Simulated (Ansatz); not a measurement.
# CH3AlBNO: one molecule under many settings

How do the results and run time of CH3AlBNO respond when the settings are drawn wide?

Computed with Ansatz 0.2.0, Gaussian basis. Level: the settings change from run to run.

## Step 1: The molecule

The structure was relaxed beforehand with PBE0-D4 in a triple-zeta def2 set.

SMILES `N=[C]1B[O][AlH]1`, 8 atoms, charge 0, spin multiplicity 1.

Atoms are counted from 1 here; the program's logs count them from 0.

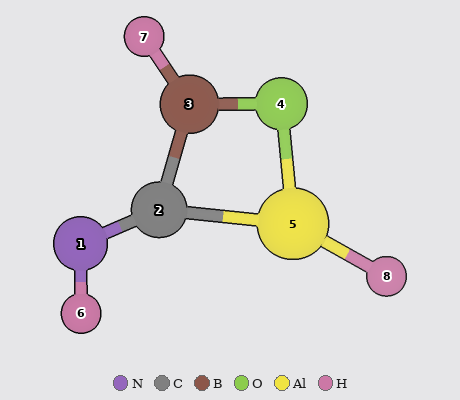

The geometry (nitrogen purple, carbon grey, boron brown, oxygen green, aluminium yellow, hydrogen pink); atoms are numbered from 1 in the order of the file.

## Step 2: B97M-V/pcseg-2

Options: charge -1, multiplicity 2, density fitting with def2-universal-jkfit.

The input, in.yaml:

```yaml
crystal:
  periodic: [false, false, false]
  atoms:
    - {symbol: N, position_ang: [-0.511075, 1.884679, -0.129020]}
    - {symbol: C, position_ang: [-0.193665, 0.663953, -0.041669]}
    - {symbol: B, position_ang: [1.162558, -0.070249, -0.498647]}
    - {symbol: O, position_ang: [1.012031, -1.386221, -0.189076]}
    - {symbol: Al, position_ang: [-0.607927, -1.210382, 0.486787]}
    - {symbol: H, position_ang: [-1.444217, 2.075607, 0.243603]}
    - {symbol: H, position_ang: [2.143399, 0.384643, -1.011729]}
    - {symbol: H, position_ang: [-1.468904, -2.399129, 1.083852]}
basis:
  gaussian: {orbitals: pcseg-2, fitting: {mean_field: def2-universal-jkfit}}
total_charge: -1
magnetization: {spin_polarized: true, initial_magnetization: 1}
hamiltonian: {xc: {name: B97M-V}}
```

Launch:

```bash
> ansatz run in.yaml --threads 2 --pin off --events-out ev --progress --plain --max-ram 4352MiB
```

Standard output:

```text
Functional definition: B97M-V
  name "B97M-V"
  cite "Mardirossian & Head-Gordon, J. Chem. Phys. 142, 074111 (2015) doi:10.1063/1.4907719"
  cite "Becke, J. Chem. Phys. 107, 8554 (1997) doi:10.1063/1.475007"
  cite "Vydrov & Van Voorhis, J. Chem. Phys. 133, 244103 (2010) doi:10.1063/1.3521275"
  # Of w^i u^j: cxij and so on, Table III.
  parameter cx00 = 1.000
  parameter cx01 = 1.308
  parameter cx02 = 1.901
  parameter cx10 = 0.416
  parameter cx11 = 3.070
  parameter css00 = 1.000
  parameter css02 = -1.855
  parameter css10 = -5.668
  parameter css32 = -20.497
  parameter css42 = -20.364
  parameter cos00 = 1.000
  parameter cos01 = 1.573
  parameter cos03 = -6.298
  parameter cos10 = 2.535
  parameter cos32 = -6.427
  parameter b = 6.0
  parameter c = 0.01
  gx(w, u) = cx00 + cx01*u + cx02*u^2 + (cx10 + cx11*u)*w
  gss(w, u) = css00 + css02*u^2 + css10*w + (css32*w^3 + css42*w^4)*u^2
  gos(w, u) = cos00 + cos01*u + cos03*u^3 + cos10*w + cos32*w^3*u^2
  exchange = spin_sum(e_x_unif_s*gx(b97_w, b97_u_x))
  correlation = spin_sum(e_c_pw_mod_same_spin*gss(b97_w, b97_u_same))
      + integral(e_c_pw_mod_opposite_spin*gos(b97_w_opposite, b97_u_opposite)) + vv10(b, c)
486 factors; integrals over basis functions are off by at most 1.3e0 eV
mean field evaluation 1: about -11888.1969 eV, gradient 4.1e1 eV
mean field evaluation 2: about -11748.0668 eV, gradient 1.2e2 eV
mean field evaluation 4: about -11894.4506 eV, gradient 2.4e1 eV
mean field evaluation 8: about -11897.2161 eV, gradient 3.0e-1 eV
mean field evaluation 16: about -11897.2202 eV, gradient 1.2e-3 eV
mean field -11897.22021736 eV, -437.2147787624 hartree, gradient 5.8e-5 eV, S^2 0.758881; 2 other end points of the search recorded, 0 dependent functions left out
reference -11897.22029536 eV, -437.2147816289 hartree; 22, 21 occupied and 174, 175 virtual orbitals, 486 factors
Total energy: -11897.22029536 eV, -437.2147816289 hartree
```

Wall time 20 s (2 threads of Arm Neoverse V1, shared host).

⟨S²⟩ 0.759.

## Step 3: r2SCAN50/STO-3G

in.yaml, as its differences from that of step 2:

```diff
@@ -12,5 +12,3 @@
 basis:
-  gaussian: {orbitals: pcseg-2, fitting: {mean_field: def2-universal-jkfit}}
-total_charge: -1
-magnetization: {spin_polarized: true, initial_magnetization: 1}
-hamiltonian: {xc: {name: B97M-V}}
+  gaussian: {orbitals: STO-3G}
+hamiltonian: {xc: {name: r2SCAN50}}
```

The command is unchanged.

Standard output (excerpt; [...] marks lines left out):

```text
Functional definition: r2SCAN50
  name "r2SCAN50"
  cite "Bursch, Neugebauer, Ehlert & Grimme, J. Chem. Phys. 156, 134105 (2022) doi:10.1063/5.0086040"
  cite "Furness, Kaplan, Ning, Perdew & Sun, J. Phys. Chem. Lett. 11, 8208 (2020) doi:10.1021/acs.jpclett.0c02405"
  cite "Furness, Kaplan, Ning, Perdew & Sun, J. Phys. Chem. Lett. 11, 9248 (2020) doi:10.1021/acs.jpclett.0c03077"
  parent r2scan
[...]
413 factors; integrals over basis functions are off by at most 7.6e-5 eV
[...]
mean field -11743.85901105 eV, -431.5788583824 hartree, gradient 2.4e-5 eV, S^2 0.000000; 0 other end points of the search recorded, 0 dependent functions left out
reference -11743.85901431 eV, -431.5788585024 hartree; 21, 21 occupied and 11, 11 virtual orbitals, 413 factors
Total energy: -11743.85901431 eV, -431.5788585024 hartree
```

It took 1.2 s on 2 threads of Arm Neoverse V1, shared host.

## Step 4: wPBEh/aug-pcseg-2

Options: charge +1, multiplicity 2, finite nuclei.

in.yaml, as its differences from that of step 3:

```diff
@@ -12,3 +12,6 @@
 basis:
-  gaussian: {orbitals: STO-3G}
-hamiltonian: {xc: {name: r2SCAN50}}
+  gaussian: {orbitals: aug-pcseg-2, nuclear_model: gaussian}
+total_charge: 1
+magnetization: {spin_polarized: true, initial_magnetization: 1}
+hamiltonian: {xc: {name: wPBEh}}
+output: {forces: true}
```

Same command.

Standard output (excerpt; [...] marks lines left out):

```text
Functional definition: wPBEh
  name "wPBEh"
  cite "Heyd, Scuseria & Ernzerhof, J. Chem. Phys. 118, 8207 (2003) doi:10.1063/1.1564060"
  cite "Krukau, Vydrov, Izmaylov & Scuseria, J. Chem. Phys. 125, 224106 (2006) doi:10.1063/1.2404663"
  cite "Heyd & Scuseria, J. Chem. Phys. 120, 7274 (2004) doi:10.1063/1.1668634"
  cite "Ernzerhof & Perdew, J. Chem. Phys. 109, 3313 (1998) doi:10.1063/1.476928"
  cite "Perdew, Burke & Ernzerhof, Phys. Rev. Lett. 77, 3865 (1996) doi:10.1103/PhysRevLett.77.3865"
  parent pbe
[...]
1296 factors; their error is unknown
184 factors; integrals over basis functions are off by at most 2.7e-6 eV
[...]
mean field -11882.30641977 eV, -436.6667068099 hartree, gradient 7.8e-5 eV, S^2 0.755693; 0 other end points of the search recorded, 0 dependent functions left out
[...]
reference -11882.30647470 eV, -436.6667088288 hartree; 21, 20 occupied and 282, 283 virtual orbitals, 1296 factors
Total energy: -11882.30647470 eV, -436.6667088288 hartree
Atom 0 at    -0.511075     1.884679    -0.129020 Å, force    -0.017047    -4.615044     0.862314 eV/Å
Atom 1 at    -0.193665     0.663953    -0.041669 Å, force    -0.704588     5.484175    -0.707749 eV/Å
Atom 2 at     1.162558    -0.070249    -0.498647 Å, force     1.166762    -2.474316    -0.051881 eV/Å
Atom 3 at     1.012031    -1.386221    -0.189076 Å, force    -0.499973     1.248555    -0.012652 eV/Å
Atom 4 at    -0.607927    -1.210382     0.486787 Å, force     0.648787    -1.726267     0.036350 eV/Å
Atom 5 at    -1.444217     2.075607     0.243603 Å, force    -0.106637     1.113311    -0.159616 eV/Å
Atom 6 at     2.143399     0.384643    -1.011729 Å, force    -0.397645     0.405773     0.098668 eV/Å
Atom 7 at    -1.468904    -2.399129     1.083852 Å, force    -0.089659     0.563813    -0.065433 eV/Å
Dipole moment:    -0.769928     0.223198     0.295264 e Å
```

Wall time 28 s (2 threads of Arm Neoverse V1, shared host); peak memory 1.2 GiB.

Largest force 5.574 eV/Å, ⟨S²⟩ 0.756.

## Step 5: B3LYP/ANO-RCC-VTZP

Options: D3(BJ) dispersion, high accuracy.

in.yaml, as its differences from that of step 4:

```diff
@@ -12,6 +12,4 @@
 basis:
-  gaussian: {orbitals: aug-pcseg-2, nuclear_model: gaussian}
-total_charge: 1
-magnetization: {spin_polarized: true, initial_magnetization: 1}
-hamiltonian: {xc: {name: wPBEh}}
-output: {forces: true}
+  gaussian: {orbitals: ANO-RCC-VTZP}
+hamiltonian: {xc: {name: B3LYP}, dispersion: d3bj}
+accuracy: high
```

Same command.

Standard output (excerpt; [...] marks lines left out):

```text
Functional definition: B3LYP
  name "B3LYP"
  cite "Stephens, Devlin, Chabalowski & Frisch, J. Phys. Chem. 98, 11623 (1994) doi:10.1021/j100096a001"
  cite "Becke, Phys. Rev. A 38, 3098 (1988) doi:10.1103/PhysRevA.38.3098"
  cite "Lee, Yang & Parr, Phys. Rev. B 37, 785 (1988) doi:10.1103/PhysRevB.37.785"
  cite "Vosko, Wilk & Nusair, Can. J. Phys. 58, 1200 (1980) doi:10.1139/p80-159"
[...]
3717 factors; integrals over basis functions are off by at most 3.4e-9 eV
[...]
mean field -11914.91864447 eV, -437.8651839623 hartree, gradient 5.8e-8 eV, S^2 0.000000; 0 other end points of the search recorded, 0 dependent functions left out
reference -11914.91869039 eV, -437.8651856500 hartree; 21, 21 occupied and 175, 175 virtual orbitals, 3717 factors
Total energy: -11915.20293025 eV, -437.8756312721 hartree
Relativity: scalar
```

Run time: 94 s. Hardware: 2 threads of Arm Neoverse V1, shared host; peak memory 1.2 GiB.

## Step 6: SVWN5/aug-cc-pVTZ

Options: charge +1, multiplicity 2, restricted open-shell orbitals, high accuracy.

in.yaml, as its differences from that of step 5:

```diff
@@ -12,4 +12,6 @@
 basis:
-  gaussian: {orbitals: ANO-RCC-VTZP}
-hamiltonian: {xc: {name: B3LYP}, dispersion: d3bj}
+  gaussian: {orbitals: aug-cc-pVTZ}
+total_charge: 1
+magnetization: {spin_polarized: false, initial_magnetization: 1}
+hamiltonian: {xc: {name: SVWN5}}
 accuracy: high
```

The command is unchanged.

Standard output:

```text
Functional definition: SVWN5
  name "SVWN5"
  cite "Dirac, Proc. Camb. Phil. Soc. 26, 376 (1930) doi:10.1017/S0305004100016108"
  cite "Slater, Phys. Rev. 81, 385 (1951) doi:10.1103/PhysRev.81.385"
  cite "Vosko, Wilk & Nusair, Can. J. Phys. 58, 1200 (1980) doi:10.1139/p80-159"
  exchange = slater_x
  correlation = vwn5_c
4554 factors; integrals over basis functions are off by at most 3.1e-9 eV
mean field evaluation 1: about -11752.1935 eV, gradient 1.4e2 eV
mean field evaluation 2: about -11752.1928 eV, gradient 1.4e2 eV
mean field evaluation 4: about -11794.4613 eV, gradient 9.7e1 eV
mean field evaluation 8: about -11818.1439 eV, gradient 5.3e0 eV
mean field evaluation 16: about -11818.2220 eV, gradient 1.1e-2 eV
mean field evaluation 32: about -11612.8141 eV, gradient 2.6e2 eV
mean field evaluation 64: about -11793.2503 eV, gradient 1.5e1 eV
mean field -11818.22195418 eV, -434.3116461374 hartree, gradient 8.1e-8 eV, S^2 0.750000; 1 other end points of the search recorded, 0 dependent functions left out
reference -11818.22196046 eV, -434.3116463682 hartree; 21, 20 occupied and 282, 283 virtual orbitals, 4554 factors
Total energy: -11818.22196046 eV, -434.3116463682 hartree
```

Wall time 56 s (2 threads of Arm Neoverse V1, shared host); peak memory 3 GiB.

## Step 7: r2SCAN/def2-mTZVPP

Options: multiplicity 3, rVV10 dispersion.

in.yaml, as its differences from that of step 6:

```diff
@@ -12,6 +12,4 @@
 basis:
-  gaussian: {orbitals: aug-cc-pVTZ}
-total_charge: 1
-magnetization: {spin_polarized: false, initial_magnetization: 1}
-hamiltonian: {xc: {name: SVWN5}}
-accuracy: high
+  gaussian: {orbitals: def2-mTZVPP}
+magnetization: {spin_polarized: true, initial_magnetization: 2}
+hamiltonian: {xc: {name: r2SCAN}, dispersion: rvv10}
```

Same command.

Standard output (excerpt; [...] marks lines left out):

```text
Functional definition: r2SCAN+rVV10
  name "r2SCAN+rVV10"
  cite "Furness, Kaplan, Ning, Perdew & Sun, J. Phys. Chem. Lett. 11, 8208 (2020) doi:10.1021/acs.jpclett.0c02405"
  cite "Furness, Kaplan, Ning, Perdew & Sun, J. Phys. Chem. Lett. 11, 9248 (2020) doi:10.1021/acs.jpclett.0c03077"
  cite "Vydrov & Van Voorhis, J. Chem. Phys. 133, 244103 (2010) doi:10.1063/1.3521275"
  cite "Sabatini, Gorni & de Gironcoli, Phys. Rev. B 87, 041108(R) (2013) doi:10.1103/PhysRevB.87.041108"
  cite "Ning et al., Phys. Rev. B 106, 075422 (2022) doi:10.1103/PhysRevB.106.075422"
  parent "r2scan"
[...]
1068 factors; their error is unknown
[...]
mean field -11891.58518099 eV, -437.0076949956 hartree, gradient 6.6e-5 eV, S^2 2.009846; 1 other end points of the search recorded, 0 dependent functions left out
reference -11891.58519918 eV, -437.0076956640 hartree; 22, 20 occupied and 101, 103 virtual orbitals, 1068 factors
Total energy: -11891.58519918 eV, -437.0076956640 hartree
```

It took 11 s on 2 threads of Arm Neoverse V1, shared host.

⟨S²⟩ 2.010.

## Step 8: SPW92/aug-pcseg-2

Options: relativity set to none.

in.yaml, as its differences from that of step 7:

```diff
@@ -12,4 +12,4 @@
 basis:
-  gaussian: {orbitals: def2-mTZVPP}
-magnetization: {spin_polarized: true, initial_magnetization: 2}
-hamiltonian: {xc: {name: r2SCAN}, dispersion: rvv10}
+  gaussian: {orbitals: aug-pcseg-2}
+hamiltonian: {xc: {name: SPW92}, pseudopotentials: {relativity: none}}
+output: {forces: true}
```

Launched as before.

Standard output (excerpt; [...] marks lines left out):

```text
Functional definition: SPW92
  name "SPW92"
  cite "Dirac, Proc. Camb. Phil. Soc. 26, 376 (1930) doi:10.1017/S0305004100016108"
  cite "Slater, Phys. Rev. 81, 385 (1951) doi:10.1103/PhysRev.81.385"
  cite "Perdew & Wang, Phys. Rev. B 45, 13244 (1992) doi:10.1103/PhysRevB.45.13244"
[...]
1270 factors; their error is unknown
[...]
mean field -11826.43481862 eV, -434.6134633388 hartree, gradient 3.4e-5 eV, S^2 0.000000; 0 other end points of the search recorded, 0 dependent functions left out
[...]
reference -11826.43488155 eV, -434.6134656516 hartree; 21, 21 occupied and 282, 282 virtual orbitals, 1270 factors
Total energy: -11826.43488155 eV, -434.6134656516 hartree
Atom 0 at    -0.511075     1.884679    -0.129020 Å, force     0.275252    -0.109850    -0.100098 eV/Å
Atom 1 at    -0.193665     0.663953    -0.041669 Å, force     0.354517    -0.127784    -0.131267 eV/Å
Atom 2 at     1.162558    -0.070249    -0.498647 Å, force    -0.421382    -0.139313     0.210018 eV/Å
Atom 3 at     1.012031    -1.386221    -0.189076 Å, force     0.059787     0.126652    -0.049584 eV/Å
Atom 4 at    -0.607927    -1.210382     0.486787 Å, force    -0.014476     0.163358    -0.023936 eV/Å
Atom 5 at    -1.444217     2.075607     0.243603 Å, force    -0.382767     0.173699     0.135222 eV/Å
Atom 6 at     2.143399     0.384643    -1.011729 Å, force     0.174849     0.076578    -0.090627 eV/Å
Atom 7 at    -1.468904    -2.399129     1.083852 Å, force    -0.045780    -0.163341     0.050273 eV/Å
Dipole moment:    -0.484348    -0.203768     0.249502 e Å
```

Run time: 4.8 s. Hardware: 2 threads of Arm Neoverse V1, shared host.

Largest force 0.491 eV/Å, dipole 2.79 D.

## Step 9: BLYP/cc-pVTZ

Set apart from the defaults: multiplicity 3, D3(BJ) with three-body dispersion, the search for lower states set to light.

in.yaml, as its differences from that of step 8:

```diff
@@ -12,4 +12,5 @@
 basis:
-  gaussian: {orbitals: aug-pcseg-2}
-hamiltonian: {xc: {name: SPW92}, pseudopotentials: {relativity: none}}
-output: {forces: true}
+  gaussian: {orbitals: cc-pVTZ}
+magnetization: {spin_polarized: true, initial_magnetization: 2}
+hamiltonian: {xc: {name: BLYP}, dispersion: d3bjatm}
+scf: {lower_state_search: light}
```

Launched as before.

Standard output:

```text
Functional definition: BLYP
  name "BLYP"
  cite "Becke, Phys. Rev. A 38, 3098 (1988) doi:10.1103/PhysRevA.38.3098"
  cite "Lee, Yang & Parr, Phys. Rev. B 37, 785 (1988) doi:10.1103/PhysRevB.37.785"
  parameter beta = 0.0042
  parameter a = 0.04918
  parameter b = 0.132
  parameter c = 0.2533
  parameter d = 0.349
  exchange = b88_x(beta = beta)
  correlation = lyp_c(a = a, b = b, c = c, d = d)
1171 factors; their error is unknown
mean field evaluation 1: about -11880.1114 eV, gradient 6.2e1 eV
mean field evaluation 2: about -11711.9490 eV, gradient 1.7e2 eV
mean field evaluation 4: about -11892.0433 eV, gradient 3.0e1 eV
mean field evaluation 8: about -11895.8781 eV, gradient 1.9e0 eV
mean field evaluation 16: about -11895.8761 eV, gradient 9.1e-4 eV
mean field -11895.87607341 eV, -437.1653823836 hartree, gradient 7.6e-5 eV, S^2 2.003804; 2 other end points of the search recorded, 0 dependent functions left out
reference -11895.87642718 eV, -437.1653953841 hartree; 22, 20 occupied and 174, 176 virtual orbitals, 1171 factors
Total energy: -11896.22039056 eV, -437.1780358052 hartree
```

Run time: 6 s. Hardware: 2 threads of Arm Neoverse V1, shared host.

⟨S²⟩ 2.004.

## Step 10: BLYP/def2-mTZVP

Options: a point charge of -1.00 e beside it, the search for lower states set to light.

in.yaml, as its differences from that of step 9:

```diff
@@ -12,5 +12,5 @@
 basis:
-  gaussian: {orbitals: cc-pVTZ}
-magnetization: {spin_polarized: true, initial_magnetization: 2}
-hamiltonian: {xc: {name: BLYP}, dispersion: d3bjatm}
+  gaussian: {orbitals: def2-mTZVP, point_charges: [{charge: -1.00, position_ang: [6.387, -0.502, -0.571]}]}
+hamiltonian: {xc: {name: BLYP}}
 scf: {lower_state_search: light}
+output: {forces: true}
```

Same command.

Standard output (excerpt; [...] marks lines left out):

```text
Functional definition: BLYP
  name "BLYP"
  cite "Becke, Phys. Rev. A 38, 3098 (1988) doi:10.1103/PhysRevA.38.3098"
  cite "Lee, Yang & Parr, Phys. Rev. B 37, 785 (1988) doi:10.1103/PhysRevB.37.785"
[...]
1011 factors; their error is unknown
[...]
mean field -11897.19602243 eV, -437.2138896150 hartree, gradient 7.7e-5 eV, S^2 0.000000; 0 other end points of the search recorded, 0 dependent functions left out
[...]
reference -11897.19639201 eV, -437.2139031969 hartree; 21, 21 occupied and 91, 91 virtual orbitals, 1011 factors
Total energy: -11897.19639201 eV, -437.2139031969 hartree
Atom 0 at    -0.511075     1.884679    -0.129020 Å, force     0.143926     0.897791    -0.251466 eV/Å
Atom 1 at    -0.193665     0.663953    -0.041669 Å, force     0.186117    -0.417850    -0.011633 eV/Å
Atom 2 at     1.162558    -0.070249    -0.498647 Å, force     0.627945     0.557170    -0.312869 eV/Å
Atom 3 at     1.012031    -1.386221    -0.189076 Å, force     0.196965    -0.764546    -0.025410 eV/Å
Atom 4 at    -0.607927    -1.210382     0.486787 Å, force    -0.403075    -0.210232     0.276524 eV/Å
Atom 5 at    -1.444217     2.075607     0.243603 Å, force    -0.525626     0.173066     0.203689 eV/Å
Atom 6 at     2.143399     0.384643    -1.011729 Å, force    -0.106269    -0.002397     0.021187 eV/Å
Atom 7 at    -1.468904    -2.399129     1.083852 Å, force    -0.128838    -0.236474     0.089250 eV/Å
Dipole moment:    -0.260053    -0.186819     0.196771 e Å
```

It took 2 s on 2 threads of Arm Neoverse V1, shared host.

Largest force 0.943 eV/Å, dipole 1.81 D.

## Step 11: All runs side by side

```tsv
level	charge	multiplicity	geometry	functions	energy (eV)	time
B97M-V/pcseg-2	-1	2	relaxed	196	-11897.220	20 s
r2SCAN50/STO-3G	0	1	relaxed	32	-11743.859	1.2 s
wPBEh/aug-pcseg-2	1	2	relaxed	303	-11882.306	28 s
B3LYP/ANO-RCC-VTZP	0	1	relaxed	196	-11915.203	94 s
SVWN5/aug-cc-pVTZ	1	2	relaxed	303	-11818.222	56 s
r2SCAN/def2-mTZVPP	0	3	relaxed	123	-11891.585	11 s
SPW92/aug-pcseg-2	0	1	relaxed	303	-11826.435	4.8 s
BLYP/cc-pVTZ	0	3	relaxed	196	-11896.220	6 s
BLYP/def2-mTZVP	0	1	relaxed, point charge	112	-11897.196	2 s
```

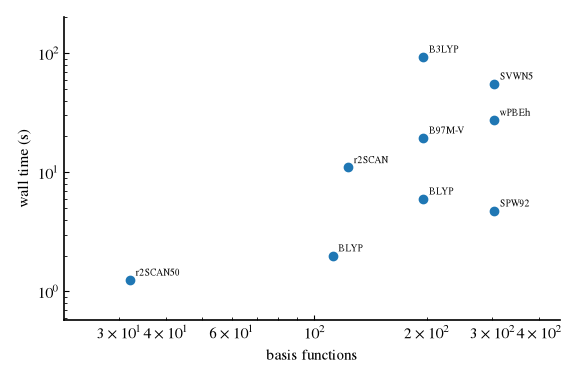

Wall time against the number of basis functions (shared host).

## Step 12: Summary of results

```
                                         quantity                     value
                                             runs                         9
                                         quickest    r2SCAN50/STO-3G, 1.2 s
                                          slowest  B3LYP/ANO-RCC-VTZP, 94 s
spread of total energies, same state and geometry                  171.3 eV
```

What this shows: B3LYP/ANO-RCC-VTZP took 75 times as long as r2SCAN50/STO-3G. The jobs differ in tasks and options as well as level. The totals spread over 171 eV; they can't be compared across methods or bases. Some of these runs are scalar-relativistic and others not, which shifts the totals of all-electron atoms past neon by eV; core potentials, where a basis has them, take the core out of the total altogether. At the PBE0-D4/def2-TZVP geometry and in the same state, runs without warnings or point charges leave forces up to 0.49 eV/Å (SPW92/aug-pcseg-2).
